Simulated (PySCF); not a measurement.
# [OsO2F2]2+: forces at shaken geometries

How stiff is [OsO2F2]2+? Its atoms are displaced at random by several amounts. The structure is generated, not taken from experiment.

Computed with PySCF 2.14.0. Level: PBE, Os def2-SVP with ECP60, O def2-SVP, F def2-SVP; scalar-relativistic core potentials, no spin–orbit coupling.

2 further runs of the same task are left out: 2 for a known fault of the program.

### Step 1. The system as given

5 atoms, charge 2, spin multiplicity 1.

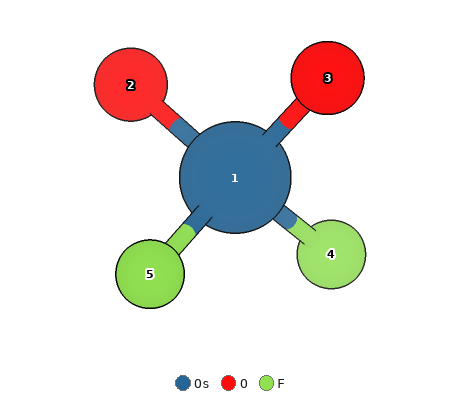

The geometry (osmium blue, oxygen red, fluorine green); atoms are numbered from 1 in the order of the file.

Coordinates:

```
Os    0.0000    0.0000   -0.0525
O     0.9361    0.9361    0.9623
O    -0.9361   -0.9361    0.9623
F     1.0883   -1.0883   -0.9687
F    -1.0883    1.0883   -0.9687
```

Formal oxidation states: Os +8. An earlier session relaxed this geometry at PBE, Os def2-SVP with ECP60, O def2-SVP, F def2-SVP (singlet, point group C2v).

Its energy there is -439.313397 Eh.

### Step 2. Atoms moved at random, σ = 0.06 Å

run.py (the lines that set the calculation)

```python
mol = gto.M(atom='''
Os     0.01914     0.05330    -0.04541
O      0.86331     0.88872     0.91122
O     -0.92809    -0.88229     0.99861
F      1.11385    -1.10495    -1.00463
F     -1.06821     1.04522    -0.92508''',
    basis={'Os': 'def2-SVP', 'O': 'def2-SVP', 'F': 'def2-SVP'},
    ecp={'Os': 'def2-SVP'},
    charge=2, spin=0)
mf = dft.RKS(mol, xc='PBE')
mf.grids.atom_grid = (50, 194)
mf = mf.density_fit()  # fitting sets: Os def2-universal-JKFIT, O def2-universal-JKFIT, F def2-universal-JKFIT
mf.conv_tol = 1e-08; mf.max_cycle = 55
mf.kernel(dm0)  # dm0: the density of the relaxed state
```

Command:

```
> OMP_NUM_THREADS=2 python run.py
```

### Step 3. Atoms moved at random, σ = 0.15 Å

run.py (the lines that set the calculation)

```python
mol = gto.M(atom='''
Os     0.14601     0.14609    -0.39736
O      0.90578     0.98139     1.00457
O     -0.91519    -1.11767     1.00296
F      1.02889    -1.07631    -0.95060
F     -1.16549     1.06649    -0.72486''',
    basis={'Os': 'def2-SVP', 'O': 'def2-SVP', 'F': 'def2-SVP'},
    ecp={'Os': 'def2-SVP'},
    charge=2, spin=0)
mf = dft.RKS(mol, xc='PBE')
mf.grids.atom_grid = (50, 194)
mf = mf.density_fit()  # fitting sets: Os def2-universal-JKFIT, O def2-universal-JKFIT, F def2-universal-JKFIT
mf.conv_tol = 1e-08; mf.max_cycle = 55
mf.kernel(dm0)  # dm0: the density of the relaxed state
```

### Step 4. Atoms moved at random, σ = 0.03 Å

run.py (the lines that set the calculation)

```python
mol = gto.M(atom='''
Os     0.01257    -0.03566    -0.08106
O      0.93555     0.92759     0.99428
O     -0.92872    -0.92238     0.98083
F      1.05618    -1.06452    -0.96739
F     -1.07558     1.09498    -0.99195''',
    basis={'Os': 'def2-SVP', 'O': 'def2-SVP', 'F': 'def2-SVP'},
    ecp={'Os': 'def2-SVP'},
    charge=2, spin=0)
mf = dft.RKS(mol, xc='PBE')
mf.grids.atom_grid = (50, 194)
mf = mf.density_fit()  # fitting sets: Os def2-universal-JKFIT, O def2-universal-JKFIT, F def2-universal-JKFIT
mf.conv_tol = 1e-08; mf.max_cycle = 55
mf.kernel(dm0)  # dm0: the density of the relaxed state
```

**Question.** What will these runs give? Wanted: for each run, σ; energy rise; harmonic estimate −½ F·u; largest force component.

As calculated:

| σ (Å) | energy rise (eV) | harmonic estimate −½ F·u (eV) | largest force component (eV/Å) |
| --- | --- | --- | --- |
| 0.06 | 1.016 | 1.134 | 11.19 |
| 0.15 | 5.714 | 3.834 | 16.97 |
| 0.03 | 0.227 | 0.234 | 4.22 |

Every displacement raises the energy. For a harmonic well the rise equals −½ F·u; the two differ by at most 33 % here (a move with σ = 0.15 Å), from anharmonicity, the grid and the small forces left at the relaxed point. These are double-zeta-type bases without diffuse functions. Spin–orbit coupling is left out.
